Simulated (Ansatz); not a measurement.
# Phonons of YAu (Pm-3m) against volume, part 2 of 2

Wanted: mode Grüneisen parameters of YAu (Pm-3m).

Ansatz 0.2.0; DFT PBEsol, scalar-relativistic, plane waves, PAW; PAW set soft_1.

So far, highest frequency on the path or at a solved wavevector (cm⁻¹): step 2 (phonons on a q mesh) 182.

## 4. Phonons at the other volume, volume ratio 0.97

The phonons are repeated at this volume on the same k and q meshes.

Input file input.yaml:

```yaml
crystal:
  lattice:
    - [3.5132331334, 0.0, 0.0]
    - [0.0, 3.5132331334, 0.0]
    - [0.0, 0.0, 3.5132331334]
  atoms:
    - { symbol: "Y", position: [0.5, 0.5, 0.5] }
    - { symbol: Au, position: [0.0, 0.0, 0.0] }
kpoints:
  mp_grid: { grid: [12, 12, 12] }
hamiltonian:
  xc: pbesol
  pseudopotentials: { kind: paw, azcp: { folder: soft_1 }, xc_functional: pbe }
scf:
  occupations: { method: methfessel_paxton, width: 0.2 }
output:
  eigenvalues: true
phonons:
  method: dfpt
  qmesh: [4, 4, 4]
  temperatures: { t_max: 1000, t_step: 50 }
  qpath:
    path:
      - [[0.0, 0.0, 0.0], [0.0, 0.5, 0.0], [0.5, 0.5, 0.0], [0.0, 0.0, 0.0], [0.5, 0.5, 0.5], [0.0, 0.5, 0.0]]
      - [[0.5, 0.5, 0.5], [0.5, 0.5, 0.0]]
    npoints: 10
```

Run with:

```bash
$ ansatz run input.yaml --threads 4 --pin off --max-ram 10240MiB --backend cpu --events-out ev --progress --plain --runs-dir out
```

Numbers of over 12 decimals in the logs are rounded to 6 here.

The log of the run:

```text
[...]
Crystal: 2 atoms, lattice volume = 43.363 Å³
Basis set: ecut = 420 eV, 847 PW (Γ), exchange–correlation on 48×48×48 points (8 copies of the dense FFT grid, shifted against one another)
Bands: 19, of which v1, the nominal top of the filled ones, is band 15 counted from 1 (14 counted from 0)
Symmetry: 48 space group operations
k-points: 84 of 1728
[...]
SCF iter   1: F=—  HF=-16813.404624 eV  |F-HF|=—  |Δ(HF+E_count)|=         —  Δρ=2.70e-1  dr2=6.00e1  ethr=3.10e-3  ⟨swp⟩=4.2  Hψ=6180  notcnv=0
[...]
SCF iter  11: F=-16805.668325 eV  HF=-16805.668325 eV  |F-HF|=7.28e-12  |Δ(HF+E_count)|=  5.82e-11  S|Δr|=    0.00e0  Δρ=7.91e-8  dr2=4.20e-12  ethr=1.00e-12  ⟨swp⟩=4.0  Hψ=7424  notcnv=0
[...]
SCF 1 converged in 11 iterations: F = -16805.668325 eV  dr2 = 4.20e-12
[...]
SCF iter   2: F=-16805.668325 eV  HF=-16805.668325 eV  |F-HF|=0.00e0  |Δ(HF+E_count)|=  8.69e-10  S|Δr|=    0.00e0  Δρ=6.68e-8  dr2=1.23e-12  ethr=1.00e-12  ⟨swp⟩=3.1  Hψ=6929  notcnv=0
SCF 2 converged in 2 iterations: F = -16805.668325 eV  dr2 = 1.23e-12
[...]
NSCF: frozen V_eff on 84 k-points
[...]
SCF converged after 11 iterations
[...]
Free energy (F): -16805.668325 eV
[...]
Internal energy: -16805.674348 eV  (E = F + TS)
E sigma→0 (E₀):  -16805.669831 eV
Entropy (-TS):   0.006024 eV (3.012 meV/atom)
Fermi energy:    15.766255 eV
[...]
--- Band table (eV; the first three rows and the last of 84) ---
  k-point 0: bands = [... 11 lower, 11.1916, 11.1916, 11.1916, 16.6814, 16.6814, 20.4424, 20.4424, 20.4424]
  k-point 1: bands = [... 11 lower, 11.1794, 11.1794, 11.2030, 16.6152, 16.6872, 19.7946, 19.7946, 20.4015]
  k-point 2: bands = [... 11 lower, 11.1470, 11.1470, 11.2345, 16.4328, 16.5786, 18.9121, 18.9121, 20.2904]
  k-point 83: bands = [... 11 lower, 11.9793, 11.9793, 13.8342, 13.8342, 13.8342, 15.7945, 21.4704, 21.4704]
[...]
ASR residual: 8.416e-5 → 0.000e0 eV/Å²; symmetrization residual: 2.223e-5 eV/Å²
  ASR residual per site (eV/Å²): 5.98e-5 8.42e-5
  Γ frequencies (cm⁻¹): 0.00 0.00 0.00 115.41 115.41 115.41
--- Phonons (arbitrary-q DFPT): 10 irreducible q on the 4×4×4 mesh ---
[...]
interpolated dispersion: 62 rows × 6 modes
[...]
zero-point energy: 0.035169 eV/cell   skipped modes (ω ≤ 0): 6, of them read as no rigid motion or as one in doubt: 3 (2.250e-3 modes/cell left out, lowest -9.10 cm⁻¹)   left out of the sums: 4.37e-4 of the cell's modes: C_V's classical limit lies that fraction below 3 k_B per atom; for a crystal, a wire or a layer, F and S can be off by more, and a phonons.interpolated_qmesh denser along its periods is the remedy for the sampling
```

Elapsed: 4.8 min, on 4 threads of Intel Xeon Platinum 8259CL at 2.50GHz (Skylake/Cascade Lake), shared host; peak memory 2.1 GiB; 18 min of CPU time.

This step gave:

```yaml
sum_rule_residual_before_enforcement: 8.42e-5 eV/Å²
lowest_frequency_on_the_path: -9.098 cm⁻¹
highest_frequency_on_the_path_or_at_a_solved_wavevector: 190 cm⁻¹
highest_optical_mode_at_the_zone_centre_no_lo_to_term: 115.4 cm⁻¹
lowest_optical_zone_centre_mode: 115.4 cm⁻¹
lowest_mode_on_the_q_mesh_acoustic_modes_at_gamma_apart: -9.1 cm⁻¹
```

Frequencies (cm⁻¹) solved at each irreducible wavevector; negative means imaginary. Frequencies by wavevector, by row:

```csv
q in reciprocal lattice units,star,mode 1,mode 2,mode 3,mode 4,mode 5,mode 6
0 0 0,1,0,0,0,115.4,115.4,115.4
0 0 0.25,6,43.6,43.6,66,112.1,112.1,155.8
0 0 -0.5,3,62.4,62.4,73.3,103.4,103.4,190
0 0.25 0.25,12,38.2,49.7,69,103.4,139.7,153.8
0 0.25 -0.5,12,41.4,52.8,55.9,96.2,142.4,179.8
0 -0.5 -0.5,3,-9.1,-9.1,46.6,88.3,166.6,166.6
0.25 0.25 0.25,8,52.1,52.1,56.1,138.1,138.1,146.3
0.25 0.25 -0.5,12,33.8,45.9,63.1,136.6,138.1,171.2
0.25 -0.5 -0.5,6,38.6,38.6,56.4,128.1,168.1,168.1
-0.5 -0.5 -0.5,1,51.9,51.9,51.9,167.7,167.7,167.7
```

The highest optical mode at the zone centre (no LO-TO term) is 115.4 cm⁻¹, +10.4 cm⁻¹ against the base run.

## 5. Relaxing at another volume, volume ratio 1.03

The volume is scaled by 1.03 and held; symmetry leaves nothing to relax, so this is a single point. The modes can then be followed against volume.

input.yaml, the sections that differ from step 4:

```yaml
crystal:
  lattice:
    - [3.5842266675, 0.0, 0.0]
    - [0.0, 3.5842266675, 0.0]
    - [0.0, 0.0, 3.5842266675]
  atoms:
    - { symbol: "Y", position: [0.5, 0.5, 0.5] }
    - { symbol: Au, position: [0.0, 0.0, 0.0] }
output:
  forces: true
  stress: true
  eigenvalues: true
  write_density: true
  write_potential: true
  elf: true
  volumetric_format: npy
# kpoints, hamiltonian, scf: as in step 4
# phonons: removed
```

The log of the run:

```text
[...]
Crystal: 2 atoms, lattice volume = 46.045 Å³
Basis set: ecut = 420 eV, 895 PW (Γ), exchange–correlation on 48×48×48 points (8 copies of the dense FFT grid, shifted against one another)
Bands: 19, of which v1, the nominal top of the filled ones, is band 15 counted from 1 (14 counted from 0)
Symmetry: 48 space group operations
[...]
k-points: 84 of 1728
[...]
--- Band table (eV; the first three rows and the last of 84) ---
  k-point 0: bands = [... 11 lower, 10.2762, 10.2762, 10.2762, 15.5320, 15.5320, 19.0421, 19.0421, 19.0421]
  k-point 1: bands = [... 11 lower, 10.2643, 10.2643, 10.2864, 15.4758, 15.5318, 18.4671, 18.4671, 19.0072]
  k-point 2: bands = [... 11 lower, 10.2325, 10.2325, 10.3146, 15.3205, 15.4077, 17.6581, 17.6581, 18.9123]
  k-point 83: bands = [... 11 lower, 10.9867, 10.9867, 12.9238, 12.9238, 12.9238, 14.5715, 20.0014, 20.0014]
[key lines of the parts left out:]
SCF converged after 9 iterations
Free energy (F): -16805.669660 eV
Fermi energy:    14.670259 eV
P = ⅓ Tr σ = -2.6867 GPa (-26.867 kbar)
```

Elapsed: 2 s, on 4 threads; peak memory 0.45 GiB.

Numbers from this step:

```yaml
pressure: -2.687 GPa
volume_per_atom: 23.02 Å³
```

The run ends at a pressure of -2.69 GPa.

## 6. Phonons at the other volume, volume ratio 1.03

The phonons are repeated at this volume on the same k and q meshes.

input.yaml, the sections that differ from step 5:

```yaml
output:
  eigenvalues: true
phonons:
  method: dfpt
  qmesh: [4, 4, 4]
  temperatures: { t_max: 1000, t_step: 50 }
  qpath:
    path:
      - [[0.0, 0.0, 0.0], [0.0, 0.5, 0.0], [0.5, 0.5, 0.0], [0.0, 0.0, 0.0], [0.5, 0.5, 0.5], [0.0, 0.5, 0.0]]
      - [[0.5, 0.5, 0.5], [0.5, 0.5, 0.0]]
    npoints: 10
# crystal, kpoints, hamiltonian, scf: as in step 5
```

The log of the run:

```text
[...]
Crystal: 2 atoms, lattice volume = 46.045 Å³
Basis set: ecut = 420 eV, 895 PW (Γ), exchange–correlation on 48×48×48 points (8 copies of the dense FFT grid, shifted against one another)
Bands: 19, of which v1, the nominal top of the filled ones, is band 15 counted from 1 (14 counted from 0)
Symmetry: 48 space group operations
k-points: 84 of 1728
[...]
k-point 83: bands = [... 11 lower, 10.9865, 10.9865, 12.9238, 12.9238, 12.9238, 14.5714, 20.0016, 20.0016]
[...]
ASR residual: 1.110e-4 → 0.000e0 eV/Å²; symmetrization residual: 9.643e-6 eV/Å²
  ASR residual per site (eV/Å²): 2.11e-5 1.11e-4
  Γ frequencies (cm⁻¹): 0.00 0.00 0.00 94.84 94.84 94.84
--- Phonons (arbitrary-q DFPT): 10 irreducible q on the 4×4×4 mesh ---
[...]
interpolated dispersion: 62 rows × 6 modes
[...]
[key lines of the parts left out:]
SCF converged after 12 iterations
Free energy (F): -16805.669660 eV
Fermi energy:    14.670272 eV
```

Run time: 5.3 min. Hardware: 4 threads; peak memory 2.2 GiB; 20 min of CPU time.

This step gave:

| Property | Result |
| --- | --- |
| sum-rule residual before enforcement | 1.11e-4 eV/Å² |
| lowest frequency on the path | 0 cm⁻¹ |
| highest frequency on the path or at a solved wavevector | 174.7 cm⁻¹ |
| mean frequency | 82.8 cm⁻¹ |
| Debye temperature (second moment) | 175 K |
| logarithmic mean frequency | 70.4 cm⁻¹ |
| highest optical mode at the zone centre (no LO-TO term) | 94.84 cm⁻¹ |
| lowest optical zone-centre mode | 94.84 cm⁻¹ |
| lowest mode on the q mesh (acoustic modes at Γ apart) | 11.13 cm⁻¹ |
| zero-point energy per atom | 15.4 meV |
| heat capacity at 300 K | 24.52 J/(mol atoms K) |
| vibrational entropy at 300 K | 52.24 J/(mol atoms K) |
| edges of the widest gap between branches, on path and mesh | 63.7, 71.3 cm⁻¹ |

Frequencies (cm⁻¹) solved at each irreducible wavevector; negative means imaginary. Frequencies by wavevector, by row:

```csv
q in reciprocal lattice units,star,mode 1,mode 2,mode 3,mode 4,mode 5,mode 6
0 0 0,1,0,0,0,94.8,94.8,94.8
0 0 0.25,6,38,38,57.9,94.4,94.4,139.1
0 0 -0.5,3,51.1,51.1,63.7,91.5,91.5,174.7
0 0.25 0.25,12,37.4,42,58.8,87,120,139.5
0 0.25 -0.5,12,39.6,43.8,45.4,81.7,125.7,161.6
0 -0.5 -0.5,3,11.1,11.1,32.4,71.3,147.3,147.3
0.25 0.25 0.25,8,46.3,46.3,48.4,121.7,121.7,131
0.25 0.25 -0.5,12,31.4,37.7,51.9,120.1,123.4,154
0.25 -0.5 -0.5,6,30.4,30.4,43.5,113.9,150.8,150.8
-0.5 -0.5 -0.5,1,38.7,38.7,38.7,151.8,151.8,151.8
```

The highest optical mode at the zone centre (no LO-TO term) is 94.8 cm⁻¹, -10.1 cm⁻¹ against the base run.

## 7. Grüneisen parameters

The Grüneisen parameter of a mode is minus the logarithmic change of its frequency with volume, −d ln ω / d ln V; weighted by heat capacity it gives the expansion.

This step gave:

| Property | Result |
| --- | --- |
| bulk modulus | 97.5 GPa |

The phonon branches at the labelled points (cm⁻¹):

```csv
point,branch 1,branch 2,branch 3,branch 4,branch 5,branch 6
Γ,0,0,0,105,105,105
X,57,57,68,97,97,182
M,7,7,40,80,157,157
Γ,0,0,0,105,105,105
R,45,45,45,160,160,160
X,57,57,68,97,97,182
jump to R,45,45,45,160,160,160
M,7,7,40,80,157,157
```

The same for volume x 0.97:

```csv
point,branch 1,branch 2,branch 3,branch 4,branch 5,branch 6
Γ,0,0,0,115,115,115
X,62,62,73,103,103,190
M,-9,-9,47,88,167,167
Γ,0,0,0,115,115,115
R,52,52,52,168,168,168
X,62,62,73,103,103,190
R,52,52,52,168,168,168
M,-9,-9,47,88,167,167
```

The same for volume x 1.03:

```csv
point,branch 1,branch 2,branch 3,branch 4,branch 5,branch 6
Γ,0,0,0,95,95,95
X,51,51,64,91,91,175
M,11,11,32,71,147,147
Γ,0,0,0,95,95,95
R,39,39,39,152,152,152
X,51,51,64,91,91,175
R,39,39,39,152,152,152
M,11,11,32,71,147,147
```

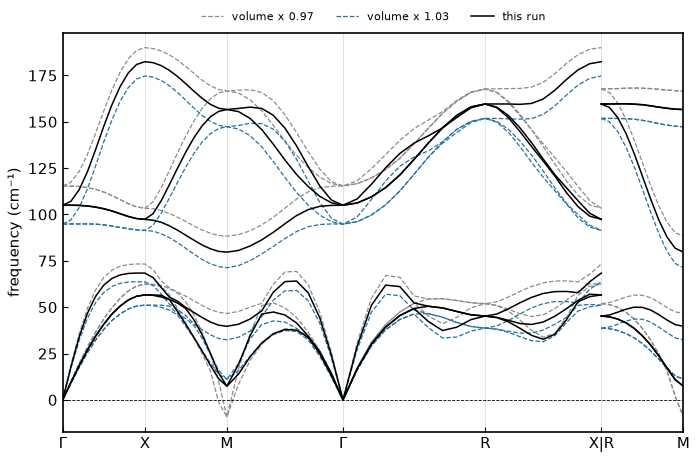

Phonon branches along the path; dashed: volume x 0.97 and volume x 1.03.

## 8. Results

```
bulk modulus : 97.5 GPa
```

In words: No expansion is given, because modes are imaginary at one volume or more. The highest optical mode at Γ goes from 115 to 95 cm⁻¹ as the cell grows, a Grüneisen parameter of 3.27. Branches are matched by rank, so values near crossings are rough. With no gap, or one that is small against the smearing, the frequencies hang on the k mesh and the smearing, most of all near Kohn anomalies. Spin-orbit coupling is left out, which can matter for the heavy elements here. The PAW files were made for PBE and serve the other functionals too.

[Logs are printed without paths, hosts, clocks, repeated set-up lines and the standing remarks that a program may print on its own settings, such as how far it seeks lower states.]

[Hosts, paths, dates, database ids (printed as entryN), source tags and the programs' standing remarks are cut or masked in the printed files.]
